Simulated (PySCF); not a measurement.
# Cr²⁺: dipole response in aug-cc-pwCVTZ

How polarisable is Cr²⁺ at the levels listed below?

The numbers are computed with PySCF 2.14.0 (unrestricted determinants in a Gaussian basis, no spin-orbit coupling in the energies), except any that are marked as measured or tabulated.

## 1. The atom as given

```
Element     : chromium (Z = 24)
Basis       : aug-cc-pwCVTZ (10s9p7d4f3g, 127 functions)
Hamiltonian : the non-relativistic Hamiltonian (point nucleus)
State 1     : Cr²⁺: [Ar] 3d4, high-spin 5D determinant
Methods     : PBE0
```

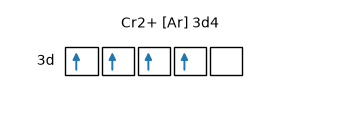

Outer shells as boxes.

The runs were made by one driver on top of PySCF. The scripts below sum up each run's settings (the driver also hands on starting orbitals that pick excited configurations, and frozen orbitals as a list rather than a count), and the logs come from the driver's own runs. The driver starts from symmetry-adapted Hartree-Fock orbitals, holds the occupation by maximum overlap and uses a logarithmic radial grid for functionals, so a plain start would take other cycles.

The integrals over 127 functions and the set-up took 5.3 s of CPU time.

## 2. Cr²⁺: PBE0

**PBE0**

File input.py:

```python
from pyscf import gto, scf, dft, mp, cc
import basis_set_exchange as bse
mol = gto.M(atom="Cr 0 0 0", charge=2, spin=4, symmetry="D2h",
            basis=gto.basis.parse(bse.get_basis("aug-cc-pwCVTZ", elements=["Cr"], fmt="nwchem")))
mf = dft.UKS(mol, xc="PBE0")
mf.irrep_nelec = {'Ag': (4, 3), 'B1g': (1, 0), 'B2g': (1, 0), 'B3g': (1, 0), 'B1u': (2, 2), 'B2u': (2, 2), 'B3u': (2, 2)}
mf.kernel()
```

Standard output:

```text
damping factor = 0
level_shift factor = 0
DIIS = <class 'pyscf.scf.diis.CDIIS'>
diis_start_cycle = 1
diis_space = 10
diis_damp = 0
SCF conv_tol = 1e-09
SCF conv_tol_grad = None
number electrons alpha = 13  beta = 9
XC functionals = PBE0
    C. Adamo and V. Barone.,  J. Chem. Phys. 110, 6158 (1999)
    M. Ernzerhof and G. E. Scuseria.,  J. Chem. Phys. 110, 5029 (1999)
cycle= 1 E= -1043.37497023058  delta_E= -0.00927  |g|= 0.019  |ddm|= 0.676
cycle= 2 E= -1043.37501414389  delta_E= -4.39e-05  |g|= 0.00426  |ddm|= 0.0435
cycle= 3 E= -1043.37501603066  delta_E= -1.89e-06  |g|= 0.00303  |ddm|= 0.0172
cycle= 4 E= -1043.37501748925  delta_E= -1.46e-06  |g|= 0.00016  |ddm|= 0.00791
cycle= 5 E= -1043.37501749439  delta_E= -5.14e-09  |g|= 1.26e-05  |ddm|= 0.000387
cycle= 6 E= -1043.37501749445  delta_E= -5.68e-11  |g|= 2.38e-06  |ddm|= 5.57e-05
converged SCF energy = -1043.37501749445  <S^2> = 6.0005085  2S+1 = 5.0002034
```

It used 2.2 min of CPU time after the integrals (shared host).

Orbital energies by shell (radii are means over both spins):

```csv
shell,electrons,mean orbital energy (eV),spread (eV),rms radius (bohr)
1s β,1,-5896.2,0,0.0743
1s α,1,-5896.2,0,0.0743
2s α,1,-694.21,0,0.321
2s β,1,-692.40,0,0.321
2p α,3,-592.25,0.360,0.289
2p β,3,-590.75,0.782,0.289
3s α,1,-100.58,0,0.973
3s β,1,-95.573,0,0.973
3p α,3,-71.679,0.173,1.04
3p β,3,-66.241,1.736,1.04
3d α,4,-26.556,1.178,1.35
```

⟨S²⟩ = 6.001, ⟨L²⟩ = 6.01.

The driver then solved the coupled dipole response at imaginary frequencies: mean α = 4.185 bohr³ (xx, yy, zz: 3.927, 3.927, 4.700), C₆ = 12.53 au for a like pair.

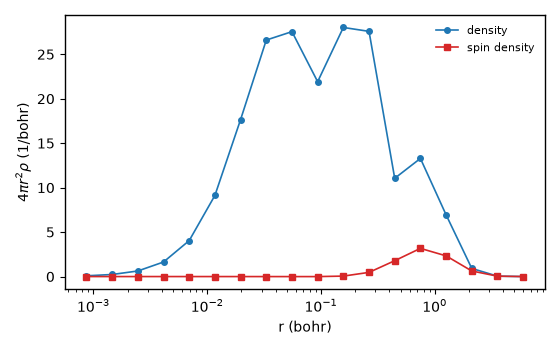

Radial density 4πr²ρ of Cr²⁺ at PBE0, at 18 stored radii joined by straight lines.

## 3. Polarisabilities and C₆

Cr²⁺, in atomic units:

```csv
method,mean α,C₆ (like pair),S(−4)
PBE0,4.185,12.53,10.82
```

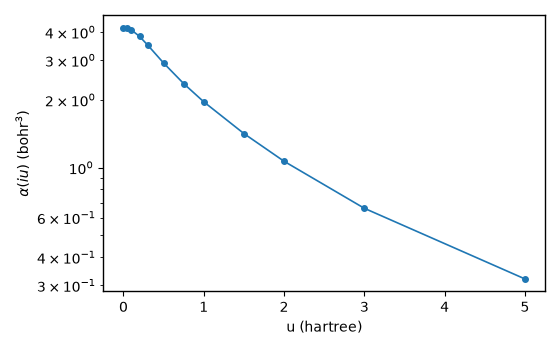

α(iu) of Cr²⁺, the polarisability at imaginary frequency, on a logarithmic scale.

## 4. What came out

| quantity | value |
| --- | --- |
| α of Cr²⁺ | 4.185 (PBE0) bohr³ |

What this shows: A single London oscillator with the computed α and C₆ of Cr²⁺ at PBE0 would have ω = 4 C₆ / (3 α²) = 0.954 hartree. All values hold for this basis alone; no basis-set limit was taken.
